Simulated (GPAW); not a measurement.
# How the plane-wave cutoff moves the magnetism of zigzag Ir chain, bond 3.025 A, part 2 of 2

Two starts of zigzag Ir chain, bond 3.025 A are run at each rung of the plane-wave cutoff. Which rung is enough?

GPAW 26.7.0; LDA; plane waves with GPAW's PAW setups, scalar-relativistic.

So far, largest spin moment in the augmentation sphere (μB): step 2 (rung 1 (250 eV), start ferro ++) 1.87; step 4 (cutoff 325 eV) 1.87; step 5 (antiferromagnetic, cutoff 325 eV, start moments [1.0, -1.0] μB) 1.09; step 6 (cutoff 400 eV) 1.88; step 7 (antiferromagnetic, cutoff 400 eV, start moments [1.0, -1.0] μB) 1.10.

## (8) Rung 4 (500 eV), start ferro ++

Input file order1.py:

```python
import json
import numpy as np
from ase import Atoms
from ase.parallel import paropen, parprint
from gpaw import GPAW

atoms = Atoms(['Ir', 'Ir'],
    cell=[[12.0, 0.0, 0.0],
         [0.0, 12.0, 0.0],
         [0.0, 0.0, 3.63]],
    scaled_positions=[[0.39916667, 0.5, 0.0],
         [0.60083333, 0.5, 0.5]],
    pbc=True,
    magmoms=[1.0, 1.0])
atoms.calc = GPAW(mode={'name': 'pw', 'ecut': 500},
    xc='LDA',
    kpts={'size': (1, 1, 8), 'gamma': True},
    occupations={'name': 'fermi-dirac', 'width': 0.05},
    convergence={'density': 1e-05, 'energy': 1e-05},
    maxiter=200,
    txt='order1.txt')
e = atoms.get_potential_energy(force_consistent=True)
res = {'free_energy': e, 'energy_sigma0': atoms.get_potential_energy(), 'fermi_energy': atoms.calc.get_fermi_level()}
res['moments'] = atoms.get_magnetic_moments().tolist()
res['total'] = atoms.get_magnetic_moment()
parprint('site moments (muB):', np.round(res['moments'], 3))
parprint(f"total moment: {res['total']:.3f} muB")
parprint(f'free energy: {e:.6f} eV')
atoms.calc.write('order1.gpw')
with paropen('results.json', 'w') as f:
    json.dump(res, f)
```

Command:

```
OMP_NUM_THREADS=1 python3 order1.py > order1.log
```

What it wrote:

```text
site moments (muB): [1.876 1.876]
total moment: 4.469 muB
free energy: -8.786600 eV

--- order1.txt ---
Input parameters:
  mode=PW(ecut=500),
  convergence={'density': 1e-05, 'energy': 1e-05},
  kpts=MonkhorstPack(size=(1, 1, 8), gamma=True),
  maxiter=200,
  occupations=Occupations(name='fermi-dirac', width=0.05),
  xc=XC(name='LDA')

Diagonalizing LCAO Hamiltonian
Converting LCAO to pw mode
[...]
|         10 |        -5.869 |     1.000 |        -4.849 |     1.000 |
|         11 |        -5.639 |     1.000 |        -4.476 |     0.863 |
[...]
|         20 |         0.451 |     0.000 |         0.794 |     0.000 |
|         21 |         0.930 |     0.000 |         1.006 |     0.000 |
|         22 |         1.654 |     0.000 |         1.747 |     0.000 |
|         23 |         1.713 |     0.000 |         1.846 |     0.000 |

No gap
No difference between direct/indirect transitions


[key lines of the parts left out:]
Free energy:      -8.786600
Converged in 14 steps
dipole moment: (-0.000001, 0.000007, -12.970120)  # |e|*Ang
Fermi level: -4.384
```

It took 26 s on 1 MPI rank of AMD EPYC 9R45, shared host; peak memory 0.38 GiB.

Read from the output:

```yaml
magnetization: 4.469 μB
final_state: ferromagnetic
largest_moment: 1.876 μB
```

The largest moment is that of rung 3, at 1.3 times its CPU time.

## (9) Rung 4 (500 eV), start antiferro +-

Input file order2.py:

```python
import json
import numpy as np
from ase import Atoms
from ase.parallel import paropen, parprint
from gpaw import GPAW

atoms = Atoms(['Ir', 'Ir'],
    cell=[[12.0, 0.0, 0.0],
         [0.0, 12.0, 0.0],
         [0.0, 0.0, 3.63]],
    scaled_positions=[[0.39916667, 0.5, 0.0],
         [0.60083333, 0.5, 0.5]],
    pbc=True,
    magmoms=[1.0, -1.0])
atoms.calc = GPAW(mode={'name': 'pw', 'ecut': 500},
    xc='LDA',
    kpts={'size': (1, 1, 8), 'gamma': True},
    occupations={'name': 'fermi-dirac', 'width': 0.05},
    convergence={'density': 1e-05, 'energy': 1e-05},
    maxiter=200,
    txt='order2.txt')
e = atoms.get_potential_energy(force_consistent=True)
res = {'free_energy': e, 'energy_sigma0': atoms.get_potential_energy(), 'fermi_energy': atoms.calc.get_fermi_level()}
res['moments'] = atoms.get_magnetic_moments().tolist()
res['total'] = atoms.get_magnetic_moment()
parprint('site moments (muB):', np.round(res['moments'], 3))
parprint(f"total moment: {res['total']:.3f} muB")
parprint(f'free energy: {e:.6f} eV')
atoms.calc.write('order2.gpw')
with paropen('results.json', 'w') as f:
    json.dump(res, f)
```

Command:

```
OMP_NUM_THREADS=1 python3 order2.py > order2.log
```

What it wrote:

```text
site moments (muB): [ 1.097 -1.097]
total moment: 0.000 muB
free energy: -8.292714 eV

--- order2.txt ---
Input parameters:
  mode=PW(ecut=500),
  convergence={'density': 1e-05, 'energy': 1e-05},
  kpts=MonkhorstPack(size=(1, 1, 8), gamma=True),
  maxiter=200,
  occupations=Occupations(name='fermi-dirac', width=0.05),
  xc=XC(name='LDA')

Diagonalizing LCAO Hamiltonian
Converting LCAO to pw mode
[...]
|         19 |        -1.017 |     0.000 |        -1.017 |     0.000 |
|         20 |         0.697 |     0.000 |         0.697 |     0.000 |
|         21 |         0.977 |     0.000 |         0.977 |     0.000 |

Gap: 0.017 eV
Transition (v -> c):
  (s=1, k=3, n=14, [0.00, 0.00, 0.38]) -> (s=0, k=2, n=15, [0.00, 0.00, 0.25])
Direct/indirect transitions are different
Direct gap: 0.018 eV
Transition at: (s=1->0, k=2, n=14, [0.00, 0.00, 0.25])


[key lines of the parts left out:]
Free energy:      -8.292714
Converged in 24 steps
dipole moment: (0.000005, 0.000007, -12.923767)  # |e|*Ang
Fermi level: -4.353
```

Run time: 37 s. Hardware: 1 MPI rank; peak memory 0.38 GiB.

Read from the output:

- magnetization: 0 μB
- final state: antiferromagnetic
- largest moment: 1.097 μB

This start lies +246.9 meV a seeded atom from the first, a change of +0.2 meV since rung 3; its largest moment is 1.10 μB.

## (10) Rung 5 (650 eV), start ferro ++

order1.py is the script of step 8 with these lines changed:

```diff
@@ -14,3 +14,3 @@
     magmoms=[1.0, 1.0])
-atoms.calc = GPAW(mode={'name': 'pw', 'ecut': 500},
+atoms.calc = GPAW(mode={'name': 'pw', 'ecut': 650},
     xc='LDA',
```

Command:

```
OMP_NUM_THREADS=1 python3 order1.py > order1.log
```

What it wrote:

```text
site moments (muB): [1.876 1.876]
total moment: 4.469 muB
free energy: -8.806313 eV

--- order1.txt ---
Input parameters:
  mode=PW(ecut=650),
  convergence={'density': 1e-05, 'energy': 1e-05},
  kpts=MonkhorstPack(size=(1, 1, 8), gamma=True),
  maxiter=200,
  occupations=Occupations(name='fermi-dirac', width=0.05),
  xc=XC(name='LDA')

Diagonalizing LCAO Hamiltonian
Converting LCAO to pw mode
[...]
|         10 |        -5.869 |     1.000 |        -4.849 |     1.000 |
|         11 |        -5.639 |     1.000 |        -4.476 |     0.863 |
[...]
|         20 |         0.451 |     0.000 |         0.794 |     0.000 |
|         21 |         0.929 |     0.000 |         1.005 |     0.000 |
|         22 |         1.653 |     0.000 |         1.745 |     0.000 |
|         23 |         1.712 |     0.000 |         1.845 |     0.000 |

No gap
No difference between direct/indirect transitions


[key lines of the parts left out:]
Free energy:      -8.806313
Converged in 15 steps
dipole moment: (0.000009, 0.000007, -12.971258)  # |e|*Ang
Fermi level: -4.384
```

It took 39 s on 1 MPI rank; peak memory 0.51 GiB.

Numbers from this step:

```yaml
magnetization: 4.469 μB
final_state: ferromagnetic
largest_moment: 1.876 μB
```

The largest moment is that of rung 4, at 1.5 times its CPU time.

## (11) Rung 5 (650 eV), start antiferro +-

order2.py is the script of step 9 with these lines changed:

```diff
@@ -14,3 +14,3 @@
     magmoms=[1.0, -1.0])
-atoms.calc = GPAW(mode={'name': 'pw', 'ecut': 500},
+atoms.calc = GPAW(mode={'name': 'pw', 'ecut': 650},
     xc='LDA',
```

Command:

```
OMP_NUM_THREADS=1 python3 order2.py > order2.log
```

What it wrote:

```text
site moments (muB): [ 1.098 -1.098]
total moment: 0.000 muB
free energy: -8.312273 eV

--- order2.txt ---
Input parameters:
  mode=PW(ecut=650),
  convergence={'density': 1e-05, 'energy': 1e-05},
  kpts=MonkhorstPack(size=(1, 1, 8), gamma=True),
  maxiter=200,
  occupations=Occupations(name='fermi-dirac', width=0.05),
  xc=XC(name='LDA')

Diagonalizing LCAO Hamiltonian
Converting LCAO to pw mode
[...]
|         19 |        -1.017 |     0.000 |        -1.017 |     0.000 |
|         20 |         0.697 |     0.000 |         0.697 |     0.000 |
|         21 |         0.975 |     0.000 |         0.975 |     0.000 |

Gap: 0.017 eV
Transition (v -> c):
  (s=1, k=3, n=14, [0.00, 0.00, 0.38]) -> (s=0, k=2, n=15, [0.00, 0.00, 0.25])
Direct/indirect transitions are different
Direct gap: 0.018 eV
Transition at: (s=1->0, k=2, n=14, [0.00, 0.00, 0.25])


[key lines of the parts left out:]
Free energy:      -8.312273
Converged in 22 steps
dipole moment: (0.000007, 0.000007, -12.924888)  # |e|*Ang
Fermi level: -4.353
```

The job ended after 49 s (1 MPI rank; peak memory 0.53 GiB).

Read from the output:

```yaml
magnetization: 0 μB
final_state: antiferromagnetic
largest_moment: 1.098 μB
```

This start lies +247.0 meV a seeded atom from the first, a change of +0.1 meV since rung 4; its largest moment is 1.10 μB.

## (12) Rung 6 (800 eV), start ferro ++

order1.py is the script of step 10 with these lines changed:

```diff
@@ -14,3 +14,3 @@
     magmoms=[1.0, 1.0])
-atoms.calc = GPAW(mode={'name': 'pw', 'ecut': 650},
+atoms.calc = GPAW(mode={'name': 'pw', 'ecut': 800},
     xc='LDA',
```

Command:

```
OMP_NUM_THREADS=1 python3 order1.py > order1.log
```

What it wrote:

```text
site moments (muB): [1.876 1.876]
total moment: 4.469 muB
free energy: -8.807769 eV

--- order1.txt ---
Input parameters:
  mode=PW(ecut=800),
  convergence={'density': 1e-05, 'energy': 1e-05},
  kpts=MonkhorstPack(size=(1, 1, 8), gamma=True),
  maxiter=200,
  occupations=Occupations(name='fermi-dirac', width=0.05),
  xc=XC(name='LDA')

Diagonalizing LCAO Hamiltonian
Converting LCAO to pw mode
[...]
|         10 |        -5.869 |     1.000 |        -4.849 |     1.000 |
|         11 |        -5.639 |     1.000 |        -4.476 |     0.863 |
[...]
|         20 |         0.451 |     0.000 |         0.794 |     0.000 |
|         21 |         0.928 |     0.000 |         1.004 |     0.000 |
|         22 |         1.652 |     0.000 |         1.745 |     0.000 |
|         23 |         1.711 |     0.000 |         1.843 |     0.000 |

No gap
No difference between direct/indirect transitions


[key lines of the parts left out:]
Free energy:      -8.807769
Converged in 15 steps
dipole moment: (0.000008, 0.000007, -12.971293)  # |e|*Ang
Fermi level: -4.384
```

The job ended after 49 s (1 MPI rank; peak memory 0.63 GiB).

Read from the output:

```
magnetization  : 4.469 μB
final state    : ferromagnetic
largest moment : 1.876 μB
```

The largest moment is that of rung 5, at 1.3 times its CPU time.

## (13) Rung 6 (800 eV), start antiferro +-

order2.py is the script of step 11 with these lines changed:

```diff
@@ -14,3 +14,3 @@
     magmoms=[1.0, -1.0])
-atoms.calc = GPAW(mode={'name': 'pw', 'ecut': 650},
+atoms.calc = GPAW(mode={'name': 'pw', 'ecut': 800},
     xc='LDA',
```

Command:

```
OMP_NUM_THREADS=1 python3 order2.py > order2.log
```

What it wrote:

```text
site moments (muB): [ 1.098 -1.098]
total moment: 0.000 muB
free energy: -8.313722 eV

--- order2.txt ---
Input parameters:
  mode=PW(ecut=800),
  convergence={'density': 1e-05, 'energy': 1e-05},
  kpts=MonkhorstPack(size=(1, 1, 8), gamma=True),
  maxiter=200,
  occupations=Occupations(name='fermi-dirac', width=0.05),
  xc=XC(name='LDA')

Diagonalizing LCAO Hamiltonian
Converting LCAO to pw mode
[...]
|         19 |        -1.017 |     0.000 |        -1.017 |     0.000 |
|         20 |         0.697 |     0.000 |         0.697 |     0.000 |
|         21 |         0.974 |     0.000 |         0.974 |     0.000 |

Gap: 0.017 eV
Transition (v -> c):
  (s=1, k=3, n=14, [0.00, 0.00, 0.38]) -> (s=0, k=2, n=15, [0.00, 0.00, 0.25])
Direct/indirect transitions are different
Direct gap: 0.018 eV
Transition at: (s=1->0, k=2, n=14, [0.00, 0.00, 0.25])


[key lines of the parts left out:]
Free energy:      -8.313722
Converged in 19 steps
dipole moment: (0.000010, 0.000007, -12.924922)  # |e|*Ang
Fermi level: -4.353
```

It took 54 s on 1 MPI rank; peak memory 0.64 GiB.

Numbers from this step:

* magnetization: 0 μB
* final state: antiferromagnetic
* largest moment: 1.098 μB

This start lies +247.0 meV a seeded atom from the first, a change of +0.0 meV since rung 5; its largest moment is 1.10 μB.

## (14) The rungs together

Ladder, by row:

| rung | cutoff (eV) | state from the first start | state from the second start | second less first (meV a seeded atom) | moment, first (μB) | moment, second (μB) | CPU time (s) |
| --- | --- | --- | --- | --- | --- | --- | --- |
| 1 | 250 | ferromagnetic | antiferromagnetic | 250.2 | 1.866 | 1.091 | 24.18 |
| 2 | 325 | ferromagnetic | antiferromagnetic | 247.1 | 1.874 | 1.094 | 28.34 |
| 3 | 400 | ferromagnetic | antiferromagnetic | 246.8 | 1.876 | 1.097 | 41.1 |
| 4 | 500 | ferromagnetic | antiferromagnetic | 246.9 | 1.876 | 1.097 | 62.25 |
| 5 | 650 | ferromagnetic | antiferromagnetic | 247 | 1.876 | 1.098 | 88.38 |
| 6 | 800 | ferromagnetic | antiferromagnetic | 247 | 1.876 | 1.098 | 103.7 |

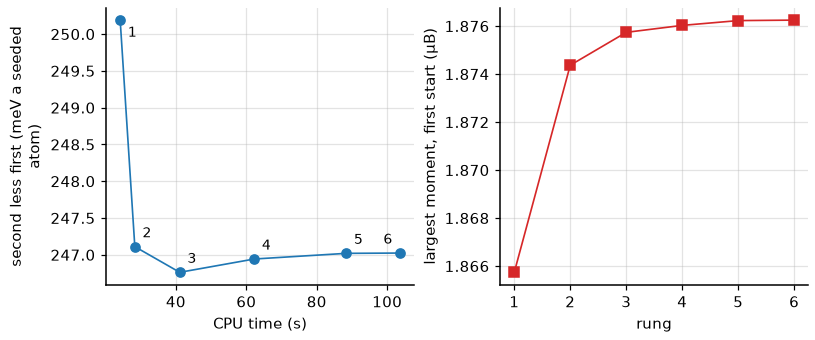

Result against cost, rungs numbered as in the table, and the moment by rung.

## (15) Summary of results

| Property | Result |
| --- | --- |
| range of the moment in the table, first start | 1.87 to 1.88 μB |
| range of CPU time | 24 s to 1.7 min |
| range of the energy difference | 247 to 250 meV a seeded atom |
| first rung from which all stay within 12 meV of the last | 1 |

In words: From rung 1 on the result stays within 3.2 meV of the last rung, inside the margin of 12 meV set for it, at 23 % of the last rung's cost. The first start ends lower on every rung of the table; whether functional and cell give the true order is another question.

[Logs and program files are shortened in this print: banners, set-up blocks, solver, clock and traceback lines can be left out without a mark of their own.]

[Logs are printed without paths, hosts, clocks, repeated set-up lines and the standing remarks that a program may print on its own settings, such as how far it seeks lower states.]

[Hosts, paths, dates, database ids (printed as entryN), source tags and the programs' standing remarks are cut or masked in the printed files.]

[Where a cell is said to come from a database of computed structures, the database is the Materials Project.]
